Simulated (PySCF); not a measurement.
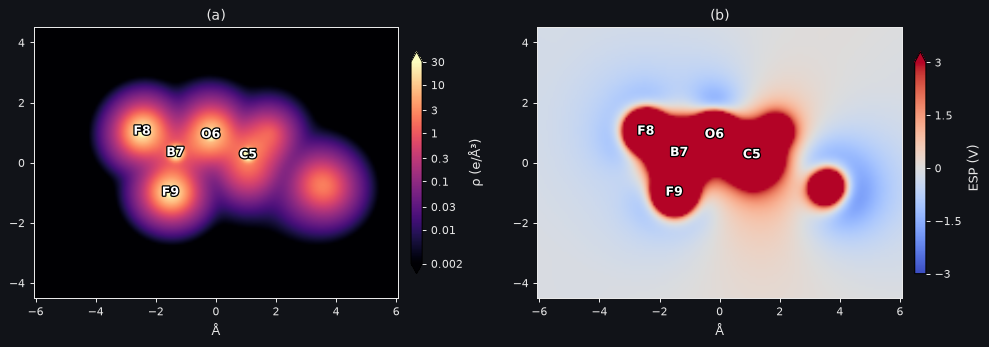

Figure 1: C$_{4}$H$_{7}$BF$_{2}$O$_{2}$ (SMILES CC(=O)CCOB(F)F). (a) total electron density; (b) electrostatic potential on the plane of atoms O6, B7 and F8.

Geometry: GFN2-xTB.

These are results of PBE0/pcSseg-1, SCF density, gas phase, non-relativistic in PySCF, not measurements.

```yaml
atoms:
  - { symbol: C, position_ang: [-2.4954, -0.8767, -0.3346] }
  - { symbol: C, position_ang: [-1.4304, 0.1296, -0.6803] }
  - { symbol: O, position_ang: [-1.5189, 0.8921, -1.6059] }
  - { symbol: C, position_ang: [-0.2216, 0.0930, 0.2378] }
  - { symbol: C, position_ang: [0.9153, 0.9639, -0.2915] }
  - { symbol: O, position_ang: [1.9999, 1.0156, 0.6295] }
  - { symbol: B, position_ang: [2.8711, 0.0449, 0.8077] }
  - { symbol: F, position_ang: [3.8355, 0.1790, 1.6970] }
  - { symbol: F, position_ang: [2.8578, -1.1103, 0.1473] }
  - { symbol: H, position_ang: [-2.6615, -0.9174, 0.7380] }
  - { symbol: H, position_ang: [-3.4208, -0.6332, -0.8492] }
  - { symbol: H, position_ang: [-2.1636, -1.8600, -0.6640] }
  - { symbol: H, position_ang: [0.1178, -0.9383, 0.3541] }
  - { symbol: H, position_ang: [-0.5262, 0.4554, 1.2231] }
  - { symbol: H, position_ang: [1.2596, 0.5779, -1.2555] }
  - { symbol: H, position_ang: [0.5738, 1.9935, -0.4201] }
```

Describe what can be read from this map.

Answer.
- The section cuts through C, O, B and F sites.
- B–O (1.32 Å): ρ at the midpoint is about 2.3 e/Å³.
- B–F (1.32 Å): the density is about 2.3 e/Å³ at the midpoint.
- Outside the dense part of the molecule the potential is most negative (−1.7 V) near O3, which lies off the plane.
